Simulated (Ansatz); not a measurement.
**GaCl: small, medium and large basis sets**

Aim: see how fast density functionals converge with the basis set for GaCl.

The runs use Ansatz 0.2.0, Gaussian basis; one geometry, several basis sets.

The runs, in order: PBE0-D4/def2-SVP; ωB97M-V/def2-SVP; PBE0-D4/def2-QZVPP; ωB97M-V/def2-QZVPP; the functionals' def2-TZVPP values are taken from earlier runs.

**1. The relaxed structure**

The geometry comes from an earlier relaxation with PBE0-D4 in a triple-zeta def2 set; it is a stationary point.

SMILES `[Cl][Ga]`, 2 atoms, charge 0, spin multiplicity 1.

Atoms are counted from 1 here; the program's logs count them from 0.

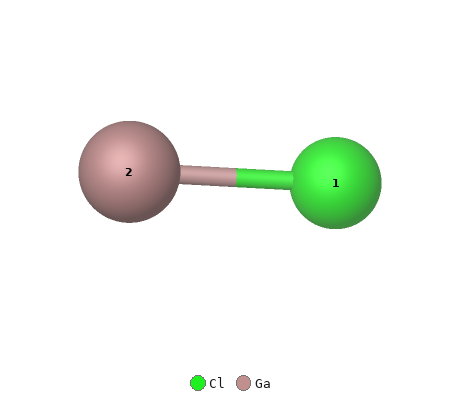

The structure; chlorine green, gallium pink; atoms are numbered from 1 in the order of the file.

As a file:

```tsv
atom	x (Å)	y (Å)	z (Å)
Cl1	0.0000	0.0000	-0.0235
Ga2	0.0000	0.0000	2.1921
```

**2. PBE0-D4 in def2-SVP**

File in.yaml:

```yaml
crystal:
  periodic: [false, false, false]
  atoms:
    - {symbol: Cl, position_ang: [-0.000000, 0.000000, -0.023509]}
    - {symbol: Ga, position_ang: [0.000000, -0.000000, 2.192109]}
basis:
  gaussian: {orbitals: def2-SVP}
hamiltonian: {xc: pbe0, dispersion: d4}
output: {orbitals: {seedname: orbitals}}
```

Launch:

```bash
> ansatz run in.yaml --threads 2 --pin off --events-out ev --progress --plain --max-ram 32768MiB --backend cpu
```

The runs that follow: ωB97M-V in def2-SVP; PBE0-D4 in def2-QZVPP; ωB97M-V in def2-QZVPP.

Q: Predict the results of all the runs planned. Wanted: PBE0-D4: double and triple zeta above quadruple; ωB97M-V: double and triple zeta above quadruple.

**Answer**, as computed:

| quantity | value |
| --- | --- |
| PBE0-D4: double and triple zeta above quadruple | 12.58, 1.54 eV |
| ωB97M-V: double and triple zeta above quadruple | 12.45, 1.49 eV |

In words: For PBE0-D4 the step from double to triple zeta gains 11.04 eV and the next only 1.54 eV. Total energies overstate the basis error of differences, where much of it tends to cancel.
